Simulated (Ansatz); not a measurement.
# GeH3 (doublet): HSE06, B2PLYP, RPA-PBE over vertical spin and charge gaps and displaced geometries, 6-31G, part 2 of 2

Ansatz 0.2.0, Gaussian basis; 6-31G, all electrons in the functionals, frozen cores in the correlation of double hybrids and RPA. The steps go on from the part before.

## Step 12: RPA-PBE, charge 1, singlet

in.yaml reads:

```yaml
crystal:
  periodic: [false, false, false]
  atoms:
    - {symbol: Ge, position_ang: [0.000034, -0.000003, -0.018730]}
    - {symbol: H, position_ang: [1.465006, 0.016889, 0.452573]}
    - {symbol: H, position_ang: [-0.748285, 1.261093, 0.448403]}
    - {symbol: H, position_ang: [-0.719150, -1.277779, 0.448837]}
basis:
  gaussian: {orbitals: 6-31G}
total_charge: 1
hamiltonian: {xc: {name: PBE}}
correlation: {method: rpa, electrons: outside_noble_gas}
```

The run is started by

```console
> ansatz run in.yaml --threads 1 --pin off --events-out ev --progress --plain --max-ram 2393MiB
```

The program printed:

```text
Functional definition: PBE
  name "PBE"
  cite "Perdew, Burke & Ernzerhof, Phys. Rev. Lett. 77, 3865 (1996) doi:10.1103/PhysRevLett.77.3865"
  parent pbe
  parameter kappa = 0.804
  parameter beta = 0.06672455060314922
  exchange = pbe_x(kappa = kappa, mu = beta*pi^2/3)
  correlation = pbe_c(beta = beta)
346 factors; integrals over basis functions are off by at most 5.1e-4 eV
mean field evaluation 1: about -56537.5353 eV, gradient 1.2e1 eV
mean field evaluation 2: about -56537.5241 eV, gradient 1.2e1 eV
mean field evaluation 4: about -56538.0852 eV, gradient 2.6e0 eV
mean field evaluation 8: about -56538.0970 eV, gradient 3.6e-3 eV
mean field -56538.09697943 eV, -2077.7367410956 hartree, gradient 1.7e-6 eV, S^2 0.000000; 0 other end points of the search recorded, 0 dependent functions left out
14 core orbitals not correlated: weight in the atoms' cores, before any rotation towards them, 0.998 or more for the frozen orbitals, at most 0.002 for the correlated occupied ones
reference -56501.54488394 eV, -2076.3934763620 hartree; 3, 3 occupied and 18, 18 virtual orbitals, 346 factors
Total energy: -56504.89003411 eV, -2076.5164083634 hartree
```

Wall time 0.66 s (1 thread of Arm Neoverse V2, shared host).

From charge 0, doublet: +790.5 kJ/mol.

## Step 13: RPA-PBE, displaced geometry v1

in.yaml reads:

```yaml
crystal:
  periodic: [false, false, false]
  atoms:
    - {symbol: Ge, position_ang: [0.000158, -0.000101, -0.017546]}
    - {symbol: H, position_ang: [1.464297, 0.000648, 0.442604]}
    - {symbol: H, position_ang: [-0.701030, 1.304162, 0.395821]}
    - {symbol: H, position_ang: [-0.774672, -1.297524, 0.426057]}
basis:
  gaussian: {orbitals: 6-31G}
magnetization: {spin_polarized: true, initial_magnetization: 1}
hamiltonian: {xc: {name: PBE}}
correlation: {method: rpa, electrons: outside_noble_gas}
```

Launched as before.

The program printed:

```text
Functional definition: PBE
  name "PBE"
  cite "Perdew, Burke & Ernzerhof, Phys. Rev. Lett. 77, 3865 (1996) doi:10.1103/PhysRevLett.77.3865"
  parent pbe
  parameter kappa = 0.804
  parameter beta = 0.06672455060314922
  exchange = pbe_x(kappa = kappa, mu = beta*pi^2/3)
  correlation = pbe_c(beta = beta)
346 factors; integrals over basis functions are off by at most 5.2e-4 eV
mean field evaluation 1: about -56546.4246 eV, gradient 9.0e0 eV
mean field evaluation 2: about -56546.4177 eV, gradient 9.0e0 eV
mean field evaluation 4: about -56546.7420 eV, gradient 1.3e0 eV
mean field evaluation 8: about -56546.7467 eV, gradient 9.1e-3 eV
mean field -56546.74665675 eV, -2078.0546108740 hartree, gradient 6.5e-6 eV, S^2 0.751166; 0 other end points of the search recorded, 0 dependent functions left out
14 core orbitals not correlated: weight in the atoms' cores, before any rotation towards them, 0.996 or more for the frozen orbitals, at most 0.002 for the correlated occupied ones
reference -56509.78896062 eV, -2076.6964405922 hartree; 4, 3 occupied and 17, 18 virtual orbitals, 346 factors
Total energy: -56513.08396838 eV, -2076.8175298938 hartree
```

Run time: 0.81 s. Hardware: 1 thread of Arm Neoverse V2, shared host.

From the report: ⟨S²⟩ of the determinant 0.751 (pure doublet: 0.75).

From charge 0, doublet: -0.1 kJ/mol.

## Step 14: RPA-PBE, displaced geometry v2

in.yaml reads:

```yaml
crystal:
  periodic: [false, false, false]
  atoms:
    - {symbol: Ge, position_ang: [0.003474, 0.001263, -0.019218]}
    - {symbol: H, position_ang: [1.303572, 0.026528, 0.463679]}
    - {symbol: H, position_ang: [-0.833098, 1.238309, 0.451329]}
    - {symbol: H, position_ang: [-0.720855, -1.355833, 0.469977]}
basis:
  gaussian: {orbitals: 6-31G}
magnetization: {spin_polarized: true, initial_magnetization: 1}
hamiltonian: {xc: {name: PBE}}
correlation: {method: rpa, electrons: outside_noble_gas}
```

Launched as before.

The program printed:

```text
Functional definition: PBE
  name "PBE"
  cite "Perdew, Burke & Ernzerhof, Phys. Rev. Lett. 77, 3865 (1996) doi:10.1103/PhysRevLett.77.3865"
  parent pbe
  parameter kappa = 0.804
  parameter beta = 0.06672455060314922
  exchange = pbe_x(kappa = kappa, mu = beta*pi^2/3)
  correlation = pbe_c(beta = beta)
346 factors; integrals over basis functions are off by at most 6.4e-4 eV
mean field evaluation 1: about -56546.1013 eV, gradient 9.5e0 eV
mean field evaluation 2: about -56546.0943 eV, gradient 9.5e0 eV
mean field evaluation 4: about -56546.4561 eV, gradient 1.3e0 eV
mean field evaluation 8: about -56546.4611 eV, gradient 1.1e-2 eV
mean field -56546.46114397 eV, -2078.0441184730 hartree, gradient 9.9e-6 eV, S^2 0.751109; 0 other end points of the search recorded, 0 dependent functions left out
14 core orbitals not correlated: weight in the atoms' cores, before any rotation towards them, 0.994 or more for the frozen orbitals, at most 0.003 for the correlated occupied ones
reference -56509.51086141 eV, -2076.6862206345 hartree; 4, 3 occupied and 17, 18 virtual orbitals, 346 factors
Total energy: -56512.76550966 eV, -2076.8058267518 hartree
```

Wall time 0.81 s (1 thread of Arm Neoverse V2, shared host).

From the report: ⟨S²⟩ of the determinant 0.751 (pure doublet: 0.75).

From charge 0, doublet: +30.7 kJ/mol.

## Step 15: Against the wave-function levels

The yardstick is full CI for this spin, exact in this basis with these frozen cores. It comes from earlier runs at the same points. Energies in kJ/mol, counted from charge 0, doublet; blanks weren't run or aren't comparable.

```csv
level,doublet to quartet,ionisation to the singlet cation,ionisation to the triplet cation,displacement v1,displacement v2
FCI,831.9,793.0,1149.1,0.1,30.0
HSE06,,842.1,,,
B2PLYP,843.7,821.2,1177.8,1.1,28.1
RPA-PBE,827.0,790.5,,-0.1,30.7
```

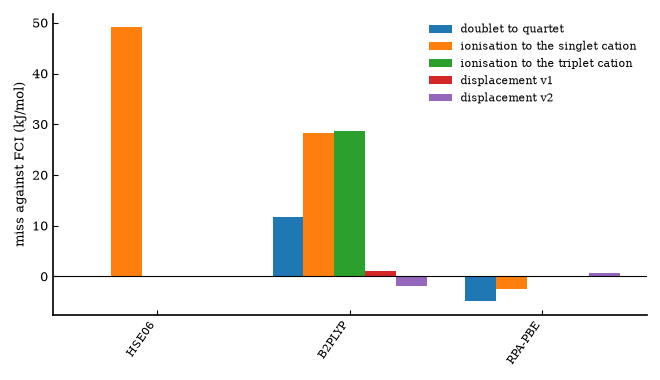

Misses of the gaps against FCI.

Largest miss and mean time a point (FCI took 23 s a point; shared hosts):

```csv
level,largest miss (kJ/mol),where,time a point
HSE06,+49.1,ionisation to the singlet cation,0.82 s
B2PLYP,+28.7,ionisation to the triplet cation,2.2 s
RPA-PBE,-4.9,doublet to quartet,3.5 s
```

## Step 16: What came out

What follows sums up all 2 parts.

| quantity | value |
| --- | --- |
| doublet to quartet, FCI | 831.9 kJ/mol |
| ionisation to the singlet cation, FCI | 793.0 kJ/mol |
| ionisation to the triplet cation, FCI | 1149.1 kJ/mol |
| displacement v1, FCI | 0.1 kJ/mol |
| displacement v2, FCI | 30.0 kJ/mol |
| largest miss, HSE06 | +49.1 kJ/mol (ionisation to the singlet cation) |
| largest miss, B2PLYP | +28.7 kJ/mol (ionisation to the triplet cation) |
| largest miss, RPA-PBE | -4.9 kJ/mol (doublet to quartet) |

What this shows: Misses are known at 5 of 5 points at best, and only functionals with that many are ranked. B2PLYP strays by up to 28.7 kJ/mol, at ionisation to the triplet cation. Functionals and the yardstick converge differently with the basis, so part of each miss in 6-31G is the basis.
